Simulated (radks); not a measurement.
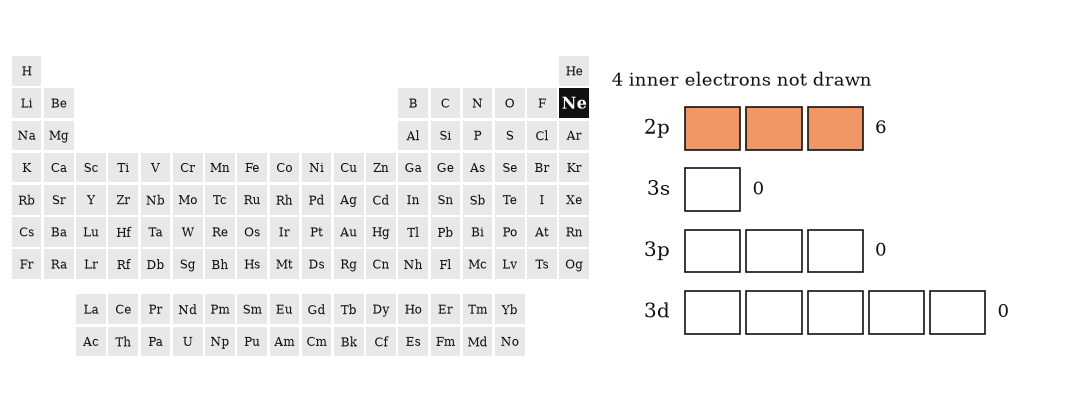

Left, the place of neon in the periodic table; right, the outer shells as the input fills them: a box for each of the 2l + 1 orbitals, shaded by the share of the shell that is filled, with the electron count at the right.

Atomic calculation, with input and output: Ne

A free Ne atom in the configuration [He] 2s2 2p6. Computed at this level: non-relativistic Kohn-Sham, LDA (Slater exchange, Perdew-Wang correlation), spin-unpolarised, spherical densities, point nucleus (the in-house radial solver radks).

## Key numbers

```tsv
quantity	value
outcome	converged
total energy	−128.229917 hartree
kinetic energy	127.736731 hartree
electron–nucleus energy	−309.983980 hartree
Hartree energy	65.723881 hartree
exchange–correlation energy	−11.706549 hartree
radius at density 0.001 e/bohr³	2.98 bohr
SCF iterations	13
hardware	1 CPU thread, shared host
wall time	2.7 s
```

## The input
```
Z 10
configuration [Ne] 3s0 3p0 3d0
relativity non-relativistic
functional lda,pw
spin unpolarised
nucleus point
```

Energies in input and log are in hartree, lengths in bohr.

## Output
```
1s      1   2.0000         -30.30576969
2s      1   2.0000          -1.32260116
2p      1   6.0000          -0.49784707
3s      1   0.0000          -0.00243671
3p      1   0.0000           0.00091457
3d      1   0.0000           0.00150644
Etot -128.2299172147241
Ekin 127.73673092641266
Encl -309.9839800084327
Eh 65.72388057228764
Exc -11.706548704991725
err 1.619090886216683e-09
it 13
```

## Orbitals

```tsv
orbital	occupation	energy (eV)	⟨r⟩ (bohr)	outer maximum (bohr)
1s	2	−824.662	0.1589	0.103
2s	2	−35.990	0.9042	0.685
2p	6	−13.547	0.9815	0.619
```

## Slater integrals of the outer shells (hartree)

| integral | value |
| --- | --- |
| F0(2p,2p) | 0.9598 |
| F2(2p,2p) | 0.4191 |
| F0(2p,2s) | 0.9809 |
| G1(2p,2s) | 0.5863 |
| F0(2p,1s) | 1.4181 |
| G1(2p,1s) | 0.1540 |
| F0(2p,3s) | 0.1491 |
| G1(2p,3s) | 0.0041 |
| F0(2s,2s) | 1.0099 |
| F0(2s,1s) | 1.4467 |
| G0(2s,1s) | 0.1043 |
| F0(2s,3s) | 0.1493 |
| G0(2s,3s) | 0.0027 |
| F0(1s,1s) | 5.9266 |
| F0(1s,3s) | 0.1531 |
| G0(1s,3s) | 0.0010 |
| F0(3s,3s) | 0.0952 |

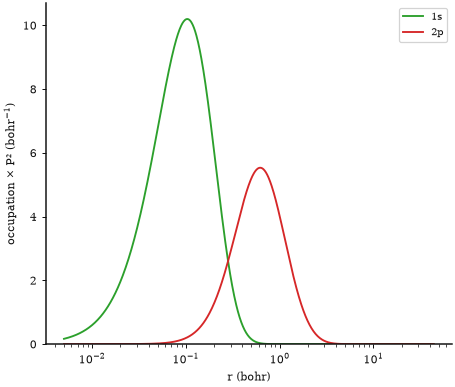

The radial probability densities P² of 2p and 1s, each times its occupation. 1s: outer maximum at 0.103 bohr, ⟨r⟩ = 0.159 bohr, 0 nodes, eigenvalue −824.7 eV; 2p: outer maximum at 0.619 bohr, ⟨r⟩ = 0.982 bohr, 0 nodes, eigenvalue −13.5 eV.

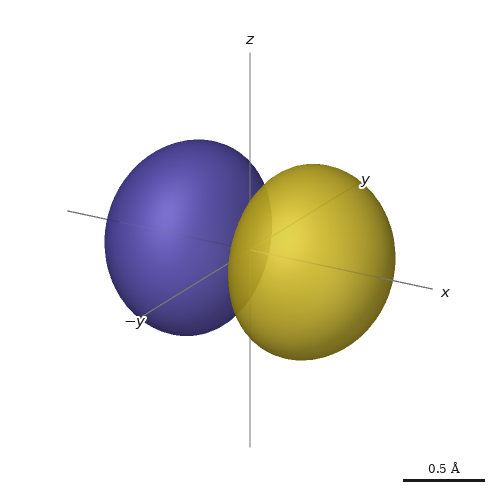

One occupied orbital is shown. The surface of constant |ψ| that holds about 85 % of the electron is drawn, yellow where ψ is positive and blue where it is negative. The radial function comes from the spherical calculation and is multiplied by a real spherical harmonic; the overall sign is chosen so that the largest lobe of P(r) is positive. It is 2p(x). It has the nodal plane yz and no radial node. The maximum of P² lies at 0.619 bohr, ⟨r⟩ = 0.982 bohr, 90 % of the charge lies within 1.74 bohr, and the eigenvalue is −13.5 eV, with 6 electrons in the shell.
